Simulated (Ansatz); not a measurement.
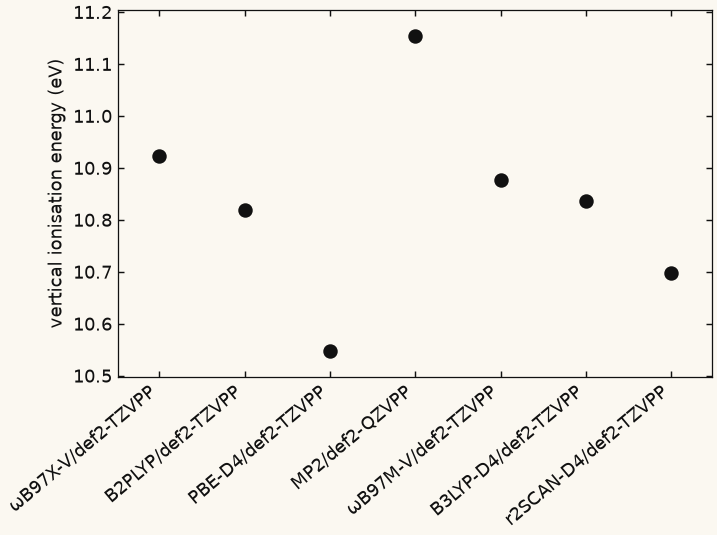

Vertical ionisation energy of S₂F₂, SMILES FSSF, taken as the energy of the cation less that of the neutral at fixed geometry (unrestricted doublet cation, cores frozen in correlated methods, no spin-orbit coupling), the Ansatz code, at a PBE0-D4/def2-TZVP geometry (a minimum by its frequencies).

What range do the values span?

From 10.55 eV (PBE-D4/def2-TZVPP) to 11.15 eV (MP2/def2-QZVPP).

Give the values.

```
               level     eV
  ωB97X-V/def2-TZVPP  10.92
   B2PLYP/def2-TZVPP  10.82
   PBE-D4/def2-TZVPP  10.55
      MP2/def2-QZVPP  11.15
  ωB97M-V/def2-TZVPP  10.88
 B3LYP-D4/def2-TZVPP  10.84
r2SCAN-D4/def2-TZVPP  10.70
```

Limits of at least one run: one conformer of a flexible molecule.
